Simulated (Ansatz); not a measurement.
The figure comes from a scan of MgO (rock salt): one Mg atom of a 4-atom cell moves by s along Cartesian [111], with its periodic images. The numbers are results of PBE (plane waves to 420 eV, PAW, scalar-relativistic; Ansatz, an electronic-structure program), not measurements. k mesh 11×11×11 (Γ-centred), Fermi-Dirac smearing 0.05 eV. The energy includes the smearing's −TS. MgO was relaxed with its symmetry unable to fall. The zero of ΔE is the undisplaced structure.

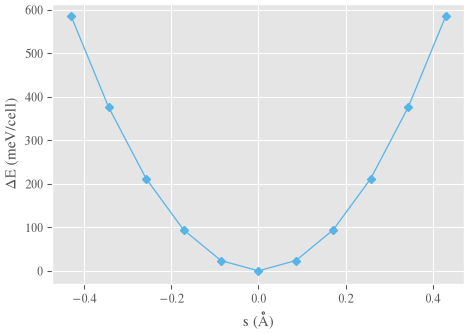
*ΔE (meV/cell) against s (Å); computed points joined by lines.*

Problem. Read the plotted values off the figure, to the accuracy that the plot allows.

Solution. To the nearest 10:

| s (Å) | ΔE (meV/cell) |
|---|---|
| -0.430 | 580 |
| -0.344 | 380 |
| -0.258 | 210 |
| -0.172 | 90 |
| -0.086 | 20 |
| 0.000 | 0 |
| 0.086 | 20 |
| 0.172 | 90 |
| 0.258 | 210 |
| 0.344 | 380 |
| 0.430 | 580 |

(A displaced cell: forces are minus the slopes of the energy, force constants its curvatures, and phonons follow from these.)
